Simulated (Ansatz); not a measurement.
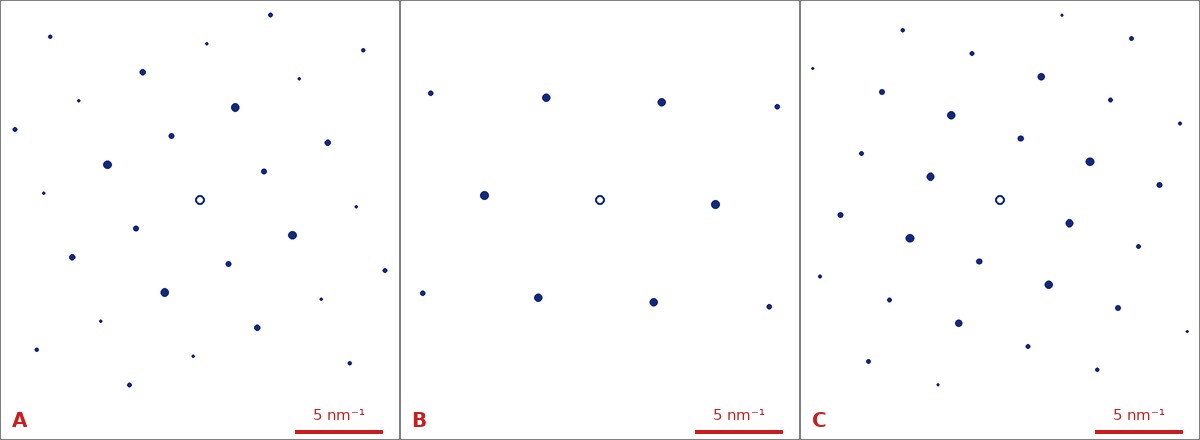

Kinematic electron diffraction patterns (120 kV, B = 0.5 Å², same scale, each along a low-index zone) of three structures of composition SiN, each relaxed at zero pressure with Ansatz 0.2.0, DFT PBE, scalar-relativistic, plane waves, PAW.

The structures (standard cells):
1. P4/nmm (No. 129), a = 3.513 Å, c = 4.031 Å, 4 atoms; generated start, possibly hypothetical
2. Fm-3m (No. 225), a = 4.257 Å, 8 atoms; generated start, possibly hypothetical
3. P-6m2 (No. 187), a = 2.746 Å, c = 2.679 Å (hexagonal axes), 2 atoms; generated start, possibly hypothetical

Q: Which pattern belongs to which structure, and along which zone?

A: A is structure 1 along [001]: square net of 1 -1 0 at d = 2.48 Å and 1 1 0 at d = 2.48 Å, 90.0° apart (some points of this net are extinct or too weak to see). B is structure 2 along [111] or an equivalent direction: hexagonal net of -2 2 0 at d = 1.51 Å and -2 0 2 at d = 1.51 Å, 60.0° apart. C is structure 3 along [100] or an equivalent direction: rectangular net of 0 0 1 at d = 2.68 Å and 0 1 0 at d = 2.38 Å, 90.0° apart.

Q: Which structure lies lowest at this level of theory, and by how much?

A: Structure 1 (P4/nmm, 12.43 Å³ an atom) is the lowest of these; structure 2 (Fm-3m, 9.65 Å³ an atom) lies about 370 meV an atom higher; structure 3 (P-6m2, 8.75 Å³ an atom) lies about 410 meV an atom higher. These are static energies at 0 K; other structures, not shown, may lie lower still.
